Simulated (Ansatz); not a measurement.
## Effect of Rb → Li on RbMnF3

The parent structure is RbMnF$_{3}$ in the cubic perovskite structure (space group Pm-3m, No. 221; a = 4.223 Å; ferromagnetic).

Perturbation: Li takes the place of Rb on all its sites; the structure is relaxed again.

Level of theory: PBEsol in Ansatz (plane waves to 420 eV, PAW, no spin-orbit coupling). Settings: 11×11×11 k-points, 0.05 eV Fermi–Dirac smearing, for the changed cell.

```
quantity                                  base          changed         shift
-----------------------------  ---------------  ---------------  ------------
density                             4.35 g/cm³       2.85 g/cm³  -1.508 g/cm³
lattice parameter a                    4.223 Å          4.109 Å      -0.114 Å
space group                    Pm-3m (No. 221)  Pm-3m (No. 221)             –
shortest interatomic distance          2.111 Å          2.054 Å      -0.057 Å
band gap                               1.37 eV             zero             –
magnetic state                   ferromagnetic    ferromagnetic             –
largest site moment                    4.16 μB          4.09 μB      -0.07 μB
```

Final structure:

```
LiMnF3
1.0
    4.10891     0.00000     0.00000
    0.00000     4.10891     0.00000
    0.00000     0.00000     4.10891
Li Mn F
1 1 3
Cartesian
  0.00000   0.00000   0.00000
  2.05446   2.05446   2.05446
  2.05446   0.00000   2.05446
  0.00000   2.05446   2.05446
  2.05446   2.05446   0.00000
```

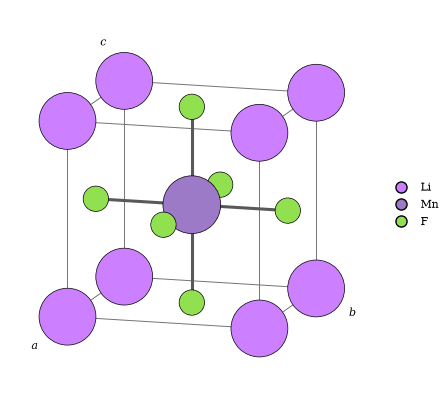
*The relaxed conventional cell after the change*

Cost of the whole job for the changed cell (relaxation, final SCF and bands): roughly 2.1 core-minutes.

Stability against distortions was not tested. As relaxed here, LiMnF3 is a hypothetical phase, not in the database extracts checked. No Hubbard U is applied and the magnetic state is the run's own (LiMnF3 ferromagnetic; RbMnF3 ferromagnetic); other magnetic orders, which need larger cells, were not tried and can change the gap. Many cubic perovskites are stable only at high temperature; tilts and polar distortions were not tested.

Ansatz is a first-principles code.
